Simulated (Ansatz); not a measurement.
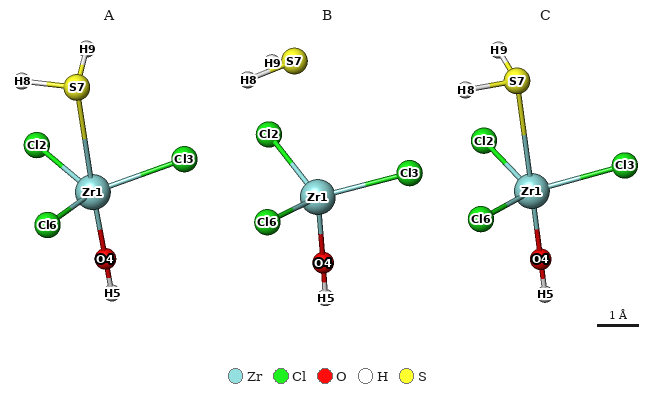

3 geometries from one relaxation of ZrH3SOCl3, in shuffled order. The picture is a ball-and-stick view, seen from a free direction.

The run prepares an end point of a later path (reaction) calculation, from a guessed geometry.

These are results of RKS BLYP/def2-SVP in Ansatz 0.2.0, not measurements. Settings: no spin polarisation; force threshold 0.03 eV/Å; at most 50 steps.

> Put them in the order of the run, from the start to the converged end.

B, C, A. They are steps 0, 9, 21, at +4.00 kcal/mol, +0.46 kcal/mol relative to the last. The largest move after the best rigid fit is that of H9, 0.95 Å. By element the largest moves are H 0.95 Å, S 0.65 Å, Cl 0.43 Å, Zr 0.21 Å, O 0.15 Å. Near-neighbour distances that change, for instance: Zr1–S7 3.746 → 3.068 Å, Zr1–Cl2 2.490 → 2.398 Å, Zr1–Cl3 2.373 → 2.398 Å, Zr1–Cl6 2.376 → 2.398 Å. New bonds form, among them: Zr1–S7 (3.75 → 3.07 Å). Among the angles between lasting bonds that change: Cl3–Zr1–Cl6 113.8° → 118.2°, Cl3–Zr1–O4 104.2° → 100.5°, O4–Zr1–Cl6 103.9° → 100.5°. Over 17 accepted moves (21 points after the start) the energy falls by 4.00 kcal/mol. The largest force component goes from 0.93 to 0.0039 eV/Å. The line search rejected the trial steps at points 5, 8, 12, 16 of the run. The forces were under the threshold at step 7, but the run went on from there.

Limits of the set-up: the start holds two separate molecules, 2.6 Å apart at their closest, whose relative position is a soft coordinate and is computed without a dispersion correction.
